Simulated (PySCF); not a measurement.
# Frequency calculation of WNCl3

WNCl3, computed with RKS-based PBE, W def2-SVP with ECP60, N def2-SVP, Cl def2-SVP; non-relativistic Hamiltonian with a scalar-relativistic core potential; density fitting (PySCF 2.14.0).

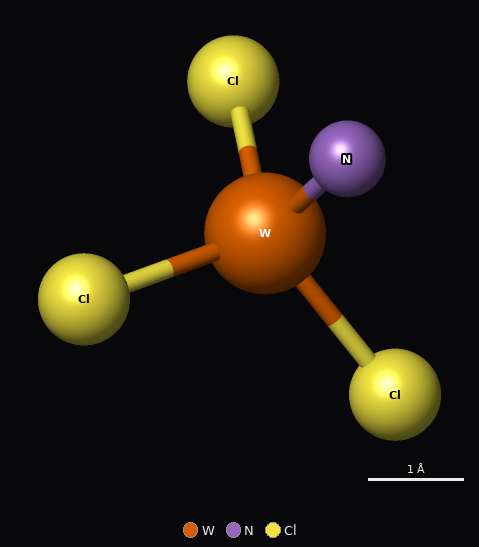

**Figure 1.** The structure (ball-and-stick view, seen at a tilt). Sticks mark near contacts. Bond lengths as drawn: Cl–W 2.28 Å and N–W 1.68 Å.

Input file:
```python
from pyscf import gto, scf, dft
mol = gto.M(atom='''
W     -0.000000    -0.098670    -0.069791
N     -0.000000    -1.468033    -1.038376
Cl     1.912084    -0.274764     1.157839
Cl    -1.912084    -0.274764     1.157839
Cl    -0.000000     1.637713    -1.545978''',
    basis={'W': 'def2-SVP', 'N': 'def2-SVP', 'Cl': 'def2-SVP'},
    ecp={'W': 'def2-SVP'},
    charge=0, spin=0)
mf = dft.RKS(mol, xc='PBE')
mf.grids.atom_grid = (75, 302)
aux = {'W': 'def2-universal-JKFIT', 'N': 'def2-universal-JKFIT', 'Cl': 'def2-universal-JKFIT'}
mf = mf.density_fit(auxbasis=aux)
mf.conv_tol = 1e-09
mf.diis_space = 10
mf.max_cycle = 60
mf.verbose = 4
mf.kernel()
```

The script is an equivalent of the set-up of the self-consistent field. The run itself was carried out by a driver, which started from the orbitals of the step before it where there was one and computed the further properties.

Run on 2 threads of Intel Xeon @ 2.90GHz (Ice Lake), 64 GiB of memory available, shared host.

Command:
```bash
OMP_NUM_THREADS=2 python axn.py task.json out
```

What the program printed:
```
init E= -1501.57204254747
  HOMO = -0.280594300708896  LUMO = -0.156735781050885  gap/eV = 3.37036
cycle= 1 E= -1501.57204254738  delta_E= 8.84e-11  |g|= 2.11e-05  |ddm|= 2.06e-05
  HOMO = -0.280591473373391  LUMO = -0.156737599869052  gap/eV = 3.37024
cycle= 2 E= -1501.57204254446  delta_E= 2.92e-09  |g|= 0.000119  |ddm|= 9.92e-05
  HOMO = -0.28059328631962  LUMO = -0.156735614463643  gap/eV = 3.37034
cycle= 3 E= -1501.57204254745  delta_E= -2.99e-09  |g|= 9.17e-06  |ddm|= 8.34e-05
  HOMO = -0.280593709794971  LUMO = -0.156735994362384  gap/eV = 3.37034
cycle= 4 E= -1501.57204254748  delta_E= -2.71e-11  |g|= 1.02e-06  |ddm|= 1.1e-05
  HOMO = -0.280593648729423  LUMO = -0.156735806158578  gap/eV = 3.37034
Extra cycle  E= -1501.57204254748  delta_E= 2.5e-12  |g|= 2.86e-06  |ddm|= 4.52e-06
converged SCF energy = -1501.57204254748
```

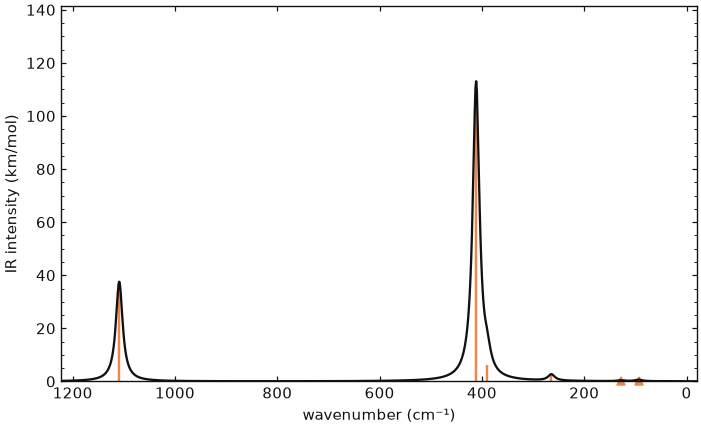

**Figure 2.** Harmonic infrared spectrum, unscaled: sticks (degenerate modes added up, dark ones marked on the axis) with a Lorentzian envelope of 16 cm⁻¹ full width, scaled to the tallest stick. 9 modes from 93 to 1109 cm⁻¹, none imaginary. The strongest line is at 411 cm⁻¹ (113 km/mol). All modes, in cm⁻¹ (km/mol): 93 (0.3), 93 (0.3), 128 (0.3), 264 (1.2), 264 (1.2), 390 (6.1), 411 (57), 411 (57), 1109 (38).

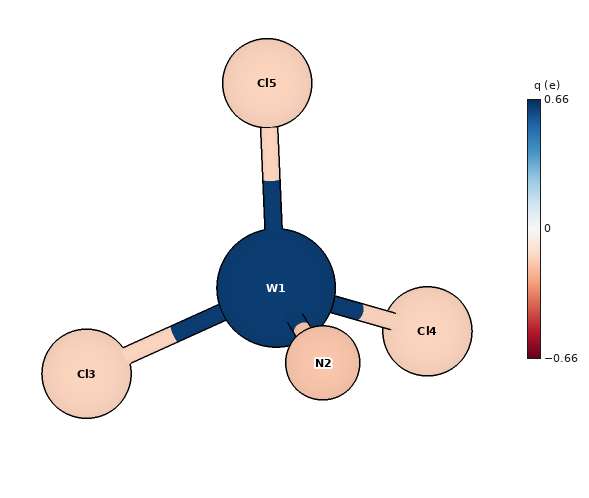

**Figure 3.** Mulliken charges, as the colour of each atom (ball-and-stick view, seen at a tilt; atoms are numbered from 1 in the order of the input). By element: W +0.63, N −0.18 and Cl −0.15 e.

Key numbers:

```tsv
quantity	value
outcome	converged
total energy	−1501.572043 hartree
HOMO	−7.64 eV
LUMO	−4.26 eV
zero-point energy	0.007208 hartree
dipole moment	1.99 D
wavenumbers, lowest and highest	93 and 1109 cm⁻¹
wall time	73 s (CPU time 2.2 min)
peak memory	1.2 GiB
```
